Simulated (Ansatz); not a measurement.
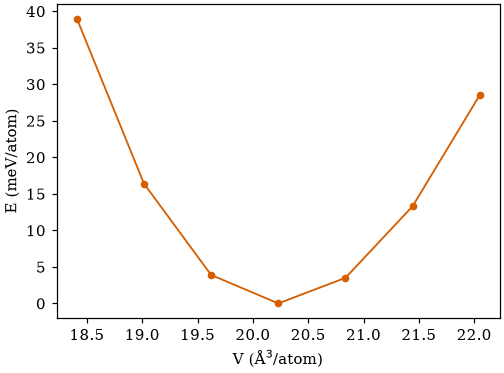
Figure: MgSe (rock salt, Fm-3m) under volume change, PBEsol (plane waves, PAW; program Ansatz), scaled uniformly.

What does a third-order Birch–Murnaghan fit give for V₀, B₀ and B′?

V₀ = 20.23 Å³/atom, B₀ = 64.7 GPa, B′ = 4.1.

The PBEsol relaxation kept the symmetry of its start.

Potentials: the later of the program's two PAW sets.
